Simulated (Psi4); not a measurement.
# Two attempts at [BPH4]− (SMILES [BH2-]P)

Aim: the energy of [BPH4]− at UMP2/def2-SVP (density fitting, density fitting for correlation).

The results are computed with Psi4 1.11.

4 further runs of the same task are left out: 2 that didn't finish, 2 set aside as unsound or not needed.

## Step 1: Starting point

[BPH4]− has 6 atoms, charge -1, and is taken as a doublet. SMILES: `[BH2-]P`. The coordinates come from a GFN2-xTB relaxation.

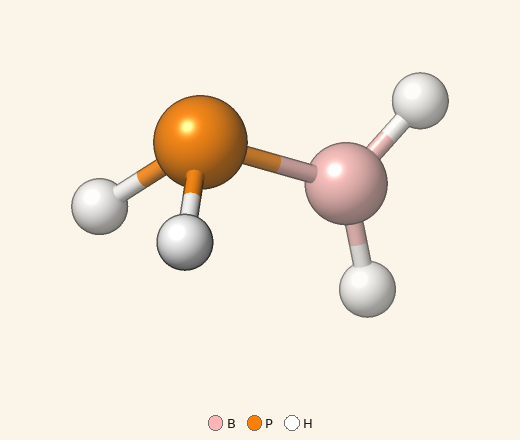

Viewed from a chosen angle; boron pink, phosphorus orange, hydrogen white.

## Step 2: First attempt

input.dat reads:

```
memory 1600 mb

molecule mol {
  -1 3
  B      0.058330    -0.904490    -0.063420
  P      0.594500     0.859390    -0.069700
  H     -1.074820    -1.226640     0.137320
  H      0.887520    -1.733390    -0.266300
  H     -0.421990     1.553630    -0.816460
  H     -0.043540     1.451500     1.078550
}

set globals {
  basis       def2-SVP
  reference   uhf
  scf_type    df
  freeze_core true
  mp2_type    df
}

result, w = energy("mp2", return_wfn=True)
```

Launch:

```bash
psi4 input.dat output.dat -n 1
```

output.dat:

```text
Psi4 1.11 release

qcelemental.exceptions.ValidationError: Inconsistent or unspecified chg/mult: sys chg: None, frag chg: [-1.0], sys mult: None, frag mult: [3]

Printing out the relevant lines from the Psithon --> Python processed input file:
    from psi4.driver.wrapper_database import database, db, DB_RGT, DB_RXN
    from psi4.driver.wrapper_autofrag import auto_fragments
    psi4_io = core.IOManager.shared_object()
    core.set_memory_bytes(1600000000)

--> mol = geometry("""
      -1 3
      B      0.058330    -0.904490    -0.063420
      P      0.594500     0.859390    -0.069700
      H     -1.074820    -1.226640     0.137320
      H      0.887520    -1.733390    -0.266300

!----------------------------------------------------------------------------------!
!                                                                                  !
!  Inconsistent or unspecified chg/mult: sys chg: None, frag chg: [-1.0], sys      !
!     mult: None, frag mult: [3]                                                   !
!                                                                                  !
!----------------------------------------------------------------------------------!

    Psi4 run time: 0:00:00.00
```

Wall time 0.91 s (1 thread of INTEL XEON PLATINUM 8581C at 2.10GHz (Emerald Rapids), shared host); peak memory 0.13 GiB.

## Step 3: What went wrong

The program refused the input.

The log says `qcelemental.exceptions.ValidationError: Inconsistent or unspecified chg/mult: sys chg: None, frag chg: [-1.0], sys mult: None, frag mult: [3]`. What is wrong: the spin state typed doesn't suit the molecule. To mend it: multiplicity 2 in place of 3.

## Step 4: Second attempt

job.dat reads:

```
memory 1.6 GB

molecule {
  -1 2
  B      0.058330    -0.904490    -0.063420
  P      0.594500     0.859390    -0.069700
  H     -1.074820    -1.226640     0.137320
  H      0.887520    -1.733390    -0.266300
  H     -0.421990     1.553630    -0.816460
  H     -0.043540     1.451500     1.078550
}

set {
  basis def2-SVP
  reference uhf
  scf_type df
  freeze_core true
  mp2_type df
}

e, wfn = energy('mp2', return_wfn=True)
```

Launch:

```bash
psi4 -n 1 job.dat job.out
```

job.out:

```text
[...]
  Running in c1 symmetry.
[...]
  Nuclear repulsion =   46.180807373407774
[...]
  Multiplicity = 2
[...]
  Nalpha       = 13
  Nbeta        = 12
[...]
    Number of basis functions: 52
[...]
   @DF-UHF iter   1:  -367.46999012730265   -5.17207e-01   5.92425e-03 DIIS/ADIIS
[...]
   @DF-UHF iter  14:  -367.56459276373607   -4.94538e-12   6.13912e-09 DIIS
[...]
   @S^2 Observed:                7.615019995E-01
[...]
    Orbital Energies [Eh]
    ---------------------
    Alpha Occupied:
       1A    -79.680262     2A     -7.331957     3A     -7.249270
       4A     -5.148800     5A     -5.148286     6A     -5.146843
       7A     -0.633433     8A     -0.439835     9A     -0.295090
      10A     -0.276394    11A     -0.229940    12A     -0.130739
      13A     -0.028510
    Alpha Virtual:
      14A      0.370703    15A      0.381009    16A      0.461903
      17A      0.480441    18A      0.508179    19A      0.548675
      20A      0.619888    21A      0.638341    22A      0.689570
      23A      0.720055    24A      0.753237    25A      0.941746
[...]
  @DF-UHF Final Energy:  -367.56459276373607
   => Energetics <=
    Nuclear Repulsion Energy =             46.1808073734077738
    One-Electron Energy =                -604.1424691584339826
    Two-Electron Energy =                 190.3970690212901218
    Total Energy =                       -367.5645927637360728
  UHF NO Occupations:
  HONO-2 :   11  A 1.9991060
  HONO-1 :   12  A 1.9964761
[...]
 Multipole Moments:
 ------------------------------------------------------------------------------------
     Multipole            Electronic (a.u.)      Nuclear  (a.u.)        Total (a.u.)
 ------------------------------------------------------------------------------------
 L = 1.  Multiply by 2.5417464519 to convert [e a0] to [Debye]
 Dipole X            :          2.2213577           -1.9647676            0.2565902
 Dipole Y            :          1.7223624           -0.5670128            1.1553496
 Dipole Z            :         -0.3449535            0.3604188            0.0154653
 Magnitude           :                                                    1.1836006
[...]
```

Run time: 1.6 s. Hardware: 1 thread of INTEL XEON PLATINUM 8581C at 2.10GHz (Emerald Rapids), shared host; peak memory 0.19 GiB.

## Step 5: What came out

At UMP2/def2-SVP (density fitting, density fitting for correlation):

| quantity | value |
| --- | --- |
| total energy | -367.78803 Eh |
| HOMO energy (Hartree–Fock orbitals) (highest over α and β) | -0.78 eV |
| LUMO energy (Hartree–Fock orbitals) (lowest over α and β) | 8.71 eV |
| correlation energy (6 core orbitals frozen) | -223.4 mEh |
| ⟨S²⟩ of the reference determinant | 0.762 |
